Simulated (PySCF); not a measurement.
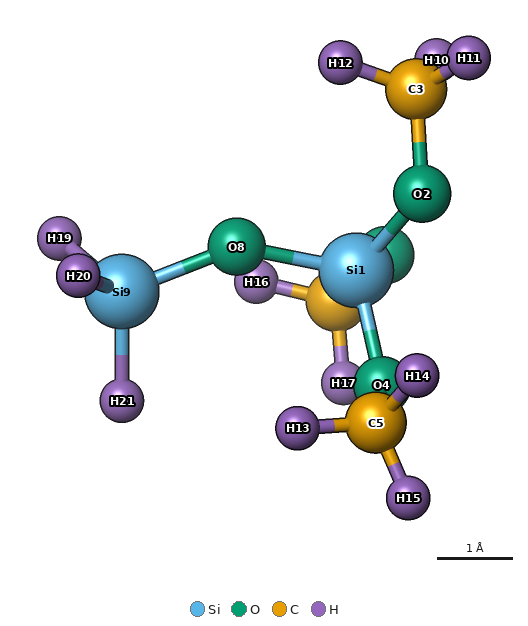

Fig. 1: The structure as given in the input (ball-and-stick view, seen at an oblique angle; atoms are numbered from 1 in the order of the input). Bond lengths as drawn: C–H 1.10 to 1.11 Å, C–O 1.40 Å, H–Si 1.49 to 1.50 Å and O–Si 1.64 to 1.65 Å.

## What a change does: NMR shielding calculation on C3H12O4Si2

System: C3H12O4Si2 ((OMe)3Si-O-SiH3).
Method of the first run: GIAO PBE0/pcSseg-1 NMR shielding, non-relativistic, gas phase (PySCF 2.14.0).

The geometry comes from this level: PBE0-D3(BJ)/def2-SVP. Text and figures count atoms from 1; the logs count them from 0 in places.

**Input, the first run**
```
{"job": {"kind": "nmr", "xc": "PBE0", "basis": "pcSseg-1"}, "charge": 0, "multiplicity": 1}
Si    -0.502341    -0.242700    -0.008532
O     -1.888795     0.451305     0.510684
C     -2.191657     0.746561     1.847900
O     -0.529058    -0.323099    -1.645372
C     -0.742471     0.765398    -2.502792
O     -0.389371    -1.758432     0.600979
C      0.727362    -2.594565     0.476715
O      0.780245     0.656060     0.504763
Si     2.324023     1.168499     0.202840
H     -2.215412    -0.165574     2.468621
H     -3.185325     1.216938     1.887926
H     -1.458290     1.446008     2.286188
H      0.109473     1.469785    -2.493215
H     -1.654978     1.323730    -2.232887
H     -0.857681     0.388192    -3.529817
H      1.633632    -2.140781     0.918447
H      0.940549    -2.837861    -0.578713
H      0.526179    -3.534792     1.011478
H      3.211650     0.754350     1.328374
H      2.340930     2.655929     0.085760
H      2.834597     0.571048    -1.068938
```

The first line tells a small driver script what to run in PySCF; the rest is the geometry in Å.

Command:
```bash
OMP_NUM_THREADS=2 python <driver script> task.json out
```

Hardware: 2 CPU threads, shared host.

**Output (the first run)**
```
coarse grid: 18296 points
cycle   1  E = -1000.4941380453  dE =  1.035e+00  |g| = 1.189e+00  |ddm| = 4.037e+00
cycle   2  E = -1000.2126844285  dE =  2.815e-01  |g| = 1.722e+00  |ddm| = 1.924e+00
cycle   3  E = -1000.7356713709  dE = -5.230e-01  |g| = 9.319e-02  |ddm| = 1.258e+00
cycle   4  E = -1000.7366649460  dE = -9.936e-04  |g| = 6.245e-02  |ddm| = 1.013e-01
cycle   5  E = -1000.7373443001  dE = -6.794e-04  |g| = 1.389e-02  |ddm| = 4.602e-02
cycle   6  E = -1000.7373742150  dE = -2.991e-05  |g| = 3.696e-03  |ddm| = 9.765e-03
cycle   7  E = -1000.7373770129  dE = -2.798e-06  |g| = 3.982e-04  |ddm| = 2.591e-03
final grid: 166776 points
cycle   8  E = -1000.8305297066  dE = -1.901e-05  |g| = 1.509e-02  |ddm| = 2.059e-02
cycle   9  E = -1000.8304961787  dE =  3.353e-05  |g| = 2.059e-02  |ddm| = 1.819e-02
cycle  10  E = -1000.8305698434  dE = -7.366e-05  |g| = 1.163e-03  |ddm| = 1.109e-02
cycle  11  E = -1000.8305701397  dE = -2.964e-07  |g| = 1.392e-04  |ddm| = 9.436e-04
cycle  12  E = -1000.8305701434  dE = -3.650e-09  |g| = 5.797e-05  |ddm| = 1.511e-04
cycle  13  E = -1000.8305701439  dE = -5.241e-10  |g| = 2.487e-05  |ddm| = 5.640e-05
converged SCF energy = -1000.8305701439

GIAO shielding tensors (ppm)
atom      isotropic    diamagn.    paramagn.     s11        s22        s33       span
  0 Si     437.330     886.272    -448.942    417.454    444.745    449.791     32.337
  1 O      312.129     400.535     -88.406    247.645    326.311    362.433    114.788
  2 C      132.376     242.170    -109.795    105.750    107.250    184.127     78.377
  3 O      313.340     401.408     -88.069    252.658    325.729    361.632    108.974
  4 C      132.487     243.041    -110.555    105.705    108.254    183.501     77.796
  5 O      310.715     400.125     -89.410    247.194    322.669    362.282    115.088
  6 C      132.707     243.825    -111.118    106.360    108.037    183.725     77.365
  7 O      304.936     405.286    -100.349    269.505    313.048    332.256     62.752
  8 Si     391.801     879.979    -488.178    344.796    360.345    470.264    125.468
  9 H       27.657      28.872      -1.215     23.016     25.678     34.277     11.261
 10 H       27.729      27.362       0.368     23.278     25.102     34.808     11.530
 11 H       27.688      29.813      -2.125     22.815     26.200     34.048     11.233
 12 H       27.795      30.670      -2.874     22.939     26.409     34.038     11.099
 13 H       27.618      29.470      -1.852     22.870     25.964     34.020     11.150
 14 H       27.664      27.932      -0.268     23.271     24.991     34.730     11.459
 15 H       27.775      30.876      -3.101     23.005     26.615     33.706     10.701
 16 H       27.642      29.984      -2.342     23.283     25.586     34.055     10.772
 17 H       27.673      27.847      -0.174     23.186     25.122     34.711     11.525
 18 H       26.217      29.096      -2.879     22.714     24.434     31.503      8.788
 19 H       26.228      29.157      -2.930     22.784     24.341     31.558      8.774
 20 H       26.094      30.271      -4.177     22.698     24.867     30.717      8.019
```

The second run used a changed input.

**The two runs side by side**

```tsv
quantity	the first run	the second run
outcome	converged	converged
total energy (hartree)	−1000.830570	−1012.952341
HOMO (eV)	−8.17	−6.69
LUMO (eV)	0.21	−0.87
dipole moment (D)	1.46	1.30
shielding of Si1 (ppm)	437.3	444.4
shielding of O2 (ppm)	312.1	298.8
shielding of O4 (ppm)	313.3	300.4
shielding of C5 (ppm)	132.5	129.9
shielding of O6 (ppm)	310.7	297.4
shielding of O8 (ppm)	304.9	298.8
shielding of Si9 (ppm)	391.8	399.3
SCF iterations	13	16
basis functions	227	227
wall time (shared host)	36 s	40 s
```

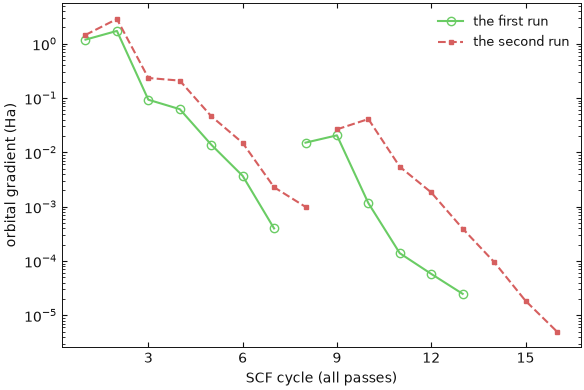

Fig. 2: Convergence of the two runs: orbital gradient against the SCF cycle. A break in a curve parts two SCF passes (coarse and final grid). The first run takes 13 cycles in all, and the second run takes 16.

What was changed in the input?

The change (lines with − go, lines with + come):
```diff
-"xc": "PBE0"
+"xc": "KT2"
+"pop": false
```

The total energies belong to different methods, so their difference says nothing on which is more stable or more accurate. The HOMO goes from −8.17 to −6.69 eV. The LUMO goes from 0.21 to −0.87 eV. The dipole moment goes from 1.46 to 1.30 D. Of all shieldings, the largest change is that of O2 and O6, by −13.3 ppm. The functional changes from PBE0 to KT2. Exact exchange removes part of the self-interaction error of semilocal functionals, which pushes filled and empty levels apart. The SCF takes 16 iterations against 13.

**Output (the second run)**
```
coarse grid: 18296 points
cycle   1  E = -1012.3674570825  dE =  1.104e+00  |g| = 1.453e+00  |ddm| = 4.070e+00
cycle   2  E = -1011.1019534580  dE =  1.266e+00  |g| = 2.853e+00  |ddm| = 3.810e+00
cycle   3  E = -1012.7381178868  dE = -1.636e+00  |g| = 2.341e-01  |ddm| = 3.135e+00
cycle   4  E = -1012.7431677384  dE = -5.050e-03  |g| = 2.095e-01  |ddm| = 3.657e-01
cycle   5  E = -1012.7511921368  dE = -8.024e-03  |g| = 4.641e-02  |ddm| = 1.680e-01
cycle   6  E = -1012.7516030595  dE = -4.109e-04  |g| = 1.495e-02  |ddm| = 4.489e-02
cycle   7  E = -1012.7516494234  dE = -4.636e-05  |g| = 2.282e-03  |ddm| = 1.184e-02
cycle   8  E = -1012.7516502764  dE = -8.530e-07  |g| = 9.933e-04  |ddm| = 2.282e-03
final grid: 166776 points
cycle   9  E = -1012.9522273839  dE = -2.705e-04  |g| = 2.652e-02  |ddm| = 4.535e-02
cycle  10  E = -1012.9520239116  dE =  2.035e-04  |g| = 4.108e-02  |ddm| = 4.607e-02
cycle  11  E = -1012.9523358918  dE = -3.120e-04  |g| = 5.441e-03  |ddm| = 3.187e-02
cycle  12  E = -1012.9523402825  dE = -4.391e-06  |g| = 1.831e-03  |ddm| = 4.319e-03
cycle  13  E = -1012.9523410230  dE = -7.405e-07  |g| = 3.953e-04  |ddm| = 1.479e-03
cycle  14  E = -1012.9523410501  dE = -2.710e-08  |g| = 9.614e-05  |ddm| = 3.015e-04
cycle  15  E = -1012.9523410517  dE = -1.594e-09  |g| = 1.852e-05  |ddm| = 8.055e-05
cycle  16  E = -1012.9523410518  dE = -9.095e-11  |g| = 5.027e-06  |ddm| = 2.456e-05
converged SCF energy = -1012.9523410518

GIAO shielding tensors (ppm)
atom      isotropic    diamagn.    paramagn.     s11        s22        s33       span
  0 Si     444.360     889.998    -445.639    425.803    451.200    456.076     30.273
  1 O      298.845     400.745    -101.900    231.862    312.852    351.820    119.958
  2 C      129.808     243.347    -113.539    102.221    103.663    183.540     81.319
  3 O      300.354     401.653    -101.299    238.311    312.052    350.698    112.387
  4 C      129.864     244.294    -114.430    102.039    104.789    182.764     80.724
  5 O      297.390     400.356    -102.965    232.151    308.877    351.143    118.992
  6 C      130.093     245.024    -114.931    102.690    104.466    183.124     80.434
  7 O      298.758     405.082    -106.325    253.843    310.705    331.725     77.882
  8 Si     399.341     882.950    -483.610    348.039    364.661    485.322    137.283
  9 H       27.439      29.063      -1.624     22.909     25.323     34.086     11.177
 10 H       27.619      27.362       0.257     23.378     24.981     34.496     11.118
 11 H       27.458      30.157      -2.699     22.693     25.828     33.853     11.160
 12 H       27.542      30.957      -3.415     22.796     26.016     33.816     11.020
 13 H       27.403      29.675      -2.272     22.773     25.587     33.849     11.077
 14 H       27.540      27.954      -0.414     23.360     24.868     34.393     11.033
 15 H       27.529      31.176      -3.647     22.883     26.229     33.475     10.592
 16 H       27.413      30.207      -2.794     23.145     25.244     33.849     10.704
 17 H       27.559      27.827      -0.268     23.283     25.012     34.384     11.101
 18 H       25.965      29.176      -3.212     22.467     24.194     31.233      8.765
 19 H       25.968      29.246      -3.278     22.524     24.092     31.289      8.765
 20 H       25.794      30.410      -4.615     22.456     24.455     30.472      8.016
```
